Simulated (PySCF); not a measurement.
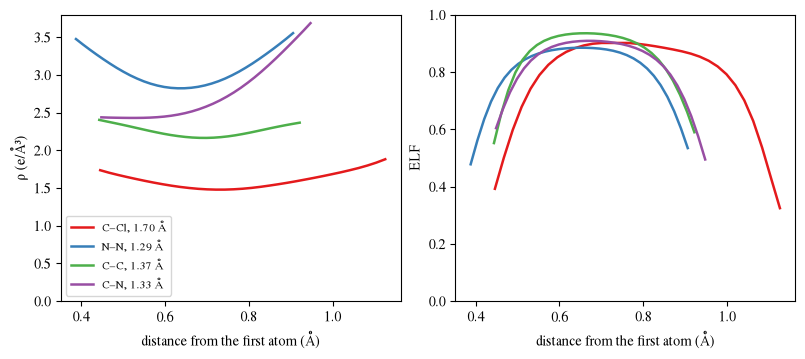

C₆H₆ClN₃Si (SMILES [SiH3]c1cccc2c(Cl)nnn12). Electron density and electron localisation function along straight lines between neighbouring atoms. The curves leave out the atomic cores.

Geometry: GFN2-xTB.

Theory: PySCF, PBE0/pcSseg-1, SCF density, gas phase, non-relativistic.

Input

```
{"job": {"kind": "nmr", "xc": "PBE0", "basis": "pcSseg-1"}, "charge": 0, "multiplicity": 1}
Si    -2.673053    -0.436162    -0.102000
C     -0.923369     0.267465     0.069448
C     -0.528646     1.535513     0.386861
C      0.836446     1.889805     0.471609
C      1.810805     0.960688     0.236147
C      1.410151    -0.341076    -0.090359
C      1.991330    -1.580814    -0.404243
Cl     3.646750    -1.950872    -0.501716
N      1.025573    -2.467641    -0.625941
N     -0.127132    -1.898085    -0.479455
N      0.065812    -0.630104    -0.159706
H     -2.829856    -0.901674    -1.474979
H     -3.570645     0.687340     0.185988
H     -2.822262    -1.499224     0.884902
H     -1.282265     2.282728     0.577354
H      1.101057     2.904508     0.724933
H      2.862309     1.189636     0.291249
```

Command:

```sh
OMP_NUM_THREADS=1 python probes_run.py task.json out
```

Question: Compare the contacts.

Answer: C–Cl (1.70 Å): ρ at the midpoint is about 1.5 e/Å³; the ELF peaks at about 0.90 between the atoms (a covalent bond).
N–N (1.29 Å): ρ at the midpoint is about 2.8 e/Å³; the ELF peaks at about 0.90 between the atoms, as expected for a covalent bond.
C–C (1.37 Å): ρ is about 2.2 e/Å³ halfway; the ELF peaks at about 0.95 between the atoms: localised, covalent bonding.
C–N (1.33 Å): the density is about 2.5 e/Å³ at the midpoint; the ELF peaks at about 0.90 between the atoms (a covalent bond).
